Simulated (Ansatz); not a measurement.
The crystal is KBaLaWO6 (F-43m).

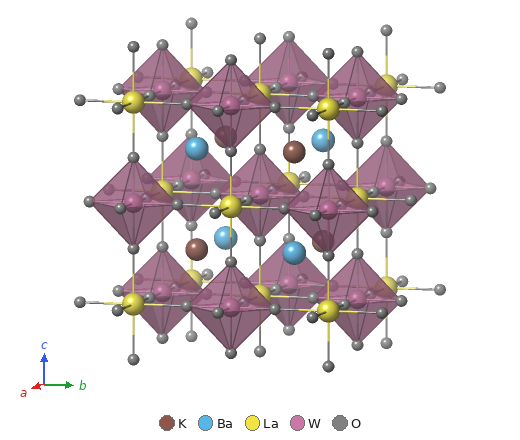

The structure (potassium brown, barium blue, lanthanum yellow, tungsten pink, oxygen grey). Some periodic images of atoms are drawn too.

```
K Ba La W O
1.0
     0.00000    4.34455    4.34455
     4.34455    0.00000    4.34455
     4.34455    4.34455    0.00000
K Ba La W O
1 1 1 1 6
Direct
  0.25000 0.25000 0.25000
  0.75000 0.75000 0.75000
  0.00000 0.00000 0.00000
  0.50000 0.50000 0.50000
  0.72549 0.27451 0.27451
  0.27451 0.72549 0.72549
  0.72549 0.72549 0.27451
  0.27451 0.27451 0.72549
  0.27451 0.72549 0.27451
  0.72549 0.27451 0.72549
```

The cell and positions are those that the Materials Project relaxed with its own functionals (PBE, PBE+U or r2SCAN), kept fixed. At the settings of the band run the largest force is still 0.50 eV/Å. Spin-orbit coupling is left out unless a run names it.

Gaps computed with Ansatz 0.2.0 without a self-energy: LDA 2.37 eV, PBEsol 2.42 eV, PBE 2.50 eV, PBE+SOC 2.47 eV, r2SCAN 2.84 eV, HSE06 3.79 eV and PBE0 4.54 eV. The mean ε∞ by PBE perturbation theory is 4.64.

**Question.** What gap should G0W0 on PBE give (4×4×4 mesh, 899 empty bands, screening to 180 eV, PAW set soft_1 files)?

About 3.71 eV: on its mesh the run moves the gap from 2.50 eV by +1.21 eV. Among the scalar-relativistic levels given, HSE06 is nearest (+0.08 eV). One-shot corrections scale roughly with one over ε∞, here 0.22. Bands and cutoff are finite, so the gap is not at the basis limit. The miss can reach some tenths of an eV and take either sign; the mesh is an error of its own. Empty 4f levels lie among the conduction bands. Their place in the start is unsure; it enters the screening, and the edge itself where they lie low. The many-body steps are scalar-relativistic: spin-orbit coupling is not in them.

[Paths, hosts, dates, memory and timing lines, banners, echoed tables and standing remarks are left out of the program output.]

[Logs are printed without paths, hosts, clocks, repeated set-up lines and the standing remarks that a program may print on its own settings, such as how far it seeks lower states.]

[Runs of the session that timed out or met a known fault of the program may be left out.]

[Cells called generated may have been cut or substituted from an entry of the Crystallography Open Database or the Materials Project.]

[Hosts, paths, dates, database ids (printed as entryN), source tags and the programs' standing remarks are cut or masked in the printed files.]
